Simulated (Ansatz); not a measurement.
# One shape, several levels: BNH6 (B(NH3)H3)

Aim: a comparison of 6 runs (UHF/STO-3G, B3LYP/STO-3G, r2SCAN0/STO-3G, wB97M-V/STO-3G, RPA@PBE/STO-3G, MP2/STO-3G) of BNH6 (B(NH3)H3). 

Program for the calculation: Ansatz 0.2.0.

57 further runs of the same task are left out: 57 set aside as unsound or not needed.

## Step 1: The structure to begin with

The species is BNH6 (8 atoms), meant as a singlet with charge 0. As SMILES, `[H]B([H])([H])<-N`. The H7–B1 distance was set to 2.977 Å, away from the relaxed value. At this shape a bond of the SMILES string is far longer than usual.

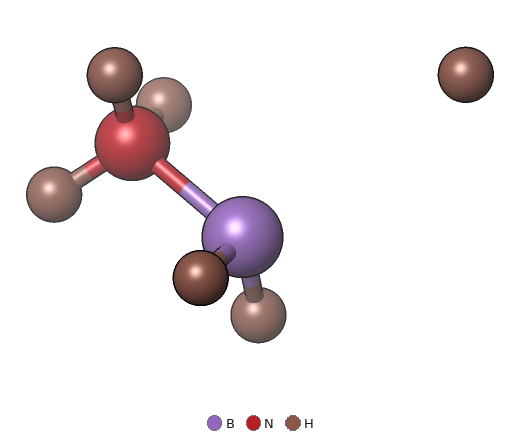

The structure, seen from a chosen angle (boron purple, nitrogen red, hydrogen brown).

## Step 2: A single-point energy at UHF/STO-3G (run 1)

The input, molecule.yaml:

```yaml
crystal:
  periodic: [false, false, false]
  atoms:
    - {symbol: B, position_ang: [0.812032, -1.515346, -0.359425]}
    - {symbol: N, position_ang: [0.816362, -1.521356, 1.299225]}
    - {symbol: H, position_ang: [-0.141828, -1.483876, 1.624775]}
    - {symbol: H, position_ang: [1.330062, -0.711156, 1.623985]}
    - {symbol: H, position_ang: [1.263822, -2.372466, 1.617405]}
    - {symbol: H, position_ang: [1.957582, -1.550406, -0.681575]}
    - {symbol: H, position_ang: [-0.545010, 1.015160, -1.144860]}
    - {symbol: H, position_ang: [0.206612, -2.488766, -0.680665]}
basis:
  gaussian: {orbitals: STO-3G}
magnetization: {spin_polarized: true, initial_magnetization: 0}
hamiltonian: {xc: hf}
accuracy: high
```

Launch:

```console
ansatz run molecule.yaml --threads 1 --pin off --max-ram 2610MiB --events-out events.jsonl --progress --plain --runs-dir runs
```

Standard output:

```text
Warning: RAYON_NUM_THREADS=1 ignored (pool sized by the plan → 1); use --threads N
Functional definition: HF
  name "HF"
  exchange = exact_x
  correlation = 0
274 factors; integrals over basis functions are off by at most 1.4e-8 eV
mean field evaluation 1: about -2206.9497 eV, gradient 1.2e1 eV
mean field evaluation 2: about -2207.0125 eV, gradient 1.2e1 eV
mean field evaluation 4: about -2210.5921 eV, gradient 2.5e0 eV
mean field evaluation 8: about -2210.6566 eV, gradient 2.0e-2 eV
mean field evaluation 16: about -2211.4643 eV, gradient 5.1e0 eV
mean field -2214.87317634 eV, -81.3950879357 hartree, gradient 1.3e-8 eV, S^2 0.982829; 1 other end points of the search recorded, 0 dependent functions left out
reference -2214.87317634 eV, -81.3950879357 hartree; 9, 9 occupied and 7, 7 virtual orbitals, 274 factors
Total energy: -2214.87317634 eV, -81.3950879357 hartree
```

It took 0.12 s on 1 thread of Arm Neoverse V1, shared host.

## Step 3: A single-point energy at B3LYP/STO-3G (run 2)

The input, in.yaml:

```yaml
crystal:
  periodic: [false, false, false]
  atoms:
    - {symbol: B, position_ang: [0.812032, -1.515346, -0.359425]}
    - {symbol: N, position_ang: [0.816362, -1.521356, 1.299225]}
    - {symbol: H, position_ang: [-0.141828, -1.483876, 1.624775]}
    - {symbol: H, position_ang: [1.330062, -0.711156, 1.623985]}
    - {symbol: H, position_ang: [1.263822, -2.372466, 1.617405]}
    - {symbol: H, position_ang: [1.957582, -1.550406, -0.681575]}
    - {symbol: H, position_ang: [-0.545010, 1.015160, -1.144860]}
    - {symbol: H, position_ang: [0.206612, -2.488766, -0.680665]}
basis:
  gaussian:
    orbitals: STO-3G
hamiltonian:
  xc: {name: B3LYP}
accuracy: high
```

Launch:

```console
ansatz run in.yaml --threads 1 --pin off --max-ram 2610MiB --events-out events.jsonl --progress --plain --runs-dir runs
```

Standard output:

```text
Warning: RAYON_NUM_THREADS=1 ignored (pool sized by the plan → 1); use --threads N
Functional definition: B3LYP
  name "B3LYP"
  parameter a0 = 0.2
  parameter ax = 0.72
  parameter ac = 0.81
  exchange = (1 - a0 - ax)*slater_x + ax*b88_x + a0*exact_x
  correlation = (1 - ac)*vwn_rpa_c + ac*lyp_c
274 factors; integrals over basis functions are off by at most 1.4e-8 eV
mean field evaluation 1: about -2223.4594 eV, gradient 1.7e1 eV
mean field evaluation 2: about -2209.9451 eV, gradient 3.4e1 eV
mean field evaluation 4: about -2223.6329 eV, gradient 2.8e1 eV
mean field evaluation 8: about -2223.5976 eV, gradient 2.8e1 eV
mean field evaluation 16: about -2228.5552 eV, gradient 1.5e-7 eV
mean field -2228.55522203 eV, -81.8978938408 hartree, gradient 6.6e-9 eV, S^2 0.000000; 0 other end points of the search recorded, 0 dependent functions left out
reference -2228.55525387 eV, -81.8978950107 hartree; 9, 9 occupied and 7, 7 virtual orbitals, 274 factors
Total energy: -2228.55525387 eV, -81.8978950107 hartree
```

Run time: 1.5 s. Hardware: 1 thread of Arm Neoverse V1, shared host; peak memory 0.095 GiB.

## Step 4: The energy at r2SCAN0/STO-3G (run 3)

The input, input.yaml:

```yaml
crystal:
  periodic: [false, false, false]
  atoms:
    - {symbol: B, position_ang: [0.812032, -1.515346, -0.359425]}
    - {symbol: N, position_ang: [0.816362, -1.521356, 1.299225]}
    - {symbol: H, position_ang: [-0.141828, -1.483876, 1.624775]}
    - {symbol: H, position_ang: [1.330062, -0.711156, 1.623985]}
    - {symbol: H, position_ang: [1.263822, -2.372466, 1.617405]}
    - {symbol: H, position_ang: [1.957582, -1.550406, -0.681575]}
    - {symbol: H, position_ang: [-0.545010, 1.015160, -1.144860]}
    - {symbol: H, position_ang: [0.206612, -2.488766, -0.680665]}
basis:
  gaussian:
    orbitals: STO-3G
hamiltonian:
  xc: {name: r2SCAN0}
accuracy: high
```

Launch:

```console
ansatz run input.yaml --threads 1 --pin off --max-ram 2610MiB --events-out events.jsonl --progress --plain --runs-dir runs
```

Standard output:

```text
Warning: RAYON_NUM_THREADS=1 ignored (pool sized by the plan → 1); use --threads N
Functional definition: r2SCAN0
  name "r2SCAN0"
  parameter a = 0.25
  parameter k0 = 0.174
  parameter k1 = 0.065
  parameter a1 = 4.9479
  exchange = (1 - a)*r2scan_x(k0 = k0, k1 = k1, a1 = a1) + a*exact_x
  correlation = r2scan_c
274 factors; integrals over basis functions are off by at most 1.4e-8 eV
mean field evaluation 1: about -2221.6727 eV, gradient 1.6e1 eV
mean field evaluation 2: about -2208.8701 eV, gradient 3.2e1 eV
mean field evaluation 4: about -2223.2089 eV, gradient 2.3e1 eV
mean field evaluation 8: about -2223.1781 eV, gradient 2.3e1 eV
mean field evaluation 16: about -2226.4460 eV, gradient 6.9e-9 eV
mean field -2226.44597834 eV, -81.8203805646 hartree, gradient 7.0e-9 eV, S^2 0.000000; 0 other end points of the search recorded, 0 dependent functions left out
reference -2226.44597873 eV, -81.8203805790 hartree; 9, 9 occupied and 7, 7 virtual orbitals, 274 factors
Total energy: -2226.44597873 eV, -81.8203805790 hartree
```

Run time: 2.7 s. Hardware: 1 thread of Arm Neoverse V1, shared host; peak memory 0.14 GiB.

Runs 4 to 5 aren't shown in full; the table further down has their settings and results.

## Step 5: The energy at MP2/STO-3G (run 6)

The input, molecule.yaml:

```yaml
crystal:
  periodic: [false, false, false]
  atoms:
    - symbol: B
      position_ang: [0.812032, -1.515346, -0.359425]
    - symbol: N
      position_ang: [0.816362, -1.521356, 1.299225]
    - symbol: H
      position_ang: [-0.141828, -1.483876, 1.624775]
    - symbol: H
      position_ang: [1.330062, -0.711156, 1.623985]
    - symbol: H
      position_ang: [1.263822, -2.372466, 1.617405]
    - symbol: H
      position_ang: [1.957582, -1.550406, -0.681575]
    - symbol: H
      position_ang: [-0.545010, 1.015160, -1.144860]
    - symbol: H
      position_ang: [0.206612, -2.488766, -0.680665]
basis:
  gaussian:
    orbitals: STO-3G
total_charge: 0
accuracy: high
correlation:
  method: mp2
  frozen_orbitals: {B: 1, H: 0, "N": 1}
```

Launch:

```console
ansatz run molecule.yaml --threads 1 --pin off --max-ram 2610MiB --events-out events.jsonl --progress --plain --runs-dir runs
```

Standard output:

```text
Warning: RAYON_NUM_THREADS=1 ignored (pool sized by the plan → 1); use --threads N
Functional definition: HF
  name "HF"
  exchange = exact_x
  correlation = 0
274 factors; integrals over basis functions are off by at most 1.4e-8 eV
mean field evaluation 1: about -2206.9497 eV, gradient 1.7e1 eV
mean field evaluation 2: about -2207.0125 eV, gradient 1.7e1 eV
mean field evaluation 4: about -2210.5921 eV, gradient 3.5e0 eV
mean field evaluation 8: about -2210.6566 eV, gradient 3.1e-2 eV
mean field -2210.65655999 eV, -81.2401301427 hartree, gradient 1.7e-8 eV, S^2 0.000000; 0 other end points of the search recorded, 0 dependent functions left out; unrestricted orbitals would lower it
mean field evaluation 16: about -2211.9263 eV, gradient 9.0e0 eV
unrestricted determinant -2214.87317634 eV, -81.3950879356 hartree, S^2 0.9828
2 core orbitals not correlated: weight in the atoms' cores, before any rotation towards them, 1.000 or more for the frozen orbitals, at most 0.000 for the correlated occupied ones
reference -2210.65655999 eV, -81.2401301427 hartree; 7, 7 occupied and 7, 7 virtual orbitals, 274 factors
second order -4.90596291 eV of doubles, -0.00000000 eV of singles
Total energy: -2215.56252289 eV, -81.4204209541 hartree
```

Wall time 0.1 s (1 thread of Arm Neoverse V1, shared host).

## Step 6: The series

| run | level | frozen core orbitals | energy (Eh) | wall time |
| --- | --- | --- | --- | --- |
| 1 | UHF/STO-3G | – | -81.395088 | 0.12 s |
| 2 | B3LYP/STO-3G | – | -81.897895 | 1.5 s |
| 3 | r2SCAN0/STO-3G | – | -81.820381 | 2.7 s |
| 4 | wB97M-V/STO-3G | – | -81.833485 | 18 s |
| 5 | RPA@PBE/STO-3G | 2 | -81.563665 | 2.1 s |
| 6 | MP2/STO-3G | 2 | -81.420421 | 0.1 s |

## Step 7: What came out

| quantity | value |
| --- | --- |
| run 6: total energy | -81.42042 Eh |
| run 6: correlation energy (2 core orbitals frozen) | -180.3 mEh |

What this shows: Totals of different functionals can't be ranked against each other. In runs 5, 6 the log says that unrestricted orbitals would lower the reference, so the values rest on an unstable closed-shell determinant (other closed-shell runs at this shape may share the fault). In runs 1, 2, 3, 4, 5, 6 the basis is minimal, so the values are rough. Spin contamination of the reference: run 1 ⟨S²⟩ = 0.98. Where it is this large, the reference is a mixture of spin states, and values that rest on it are in doubt. All runs together took 25 s, the longest 18 s.
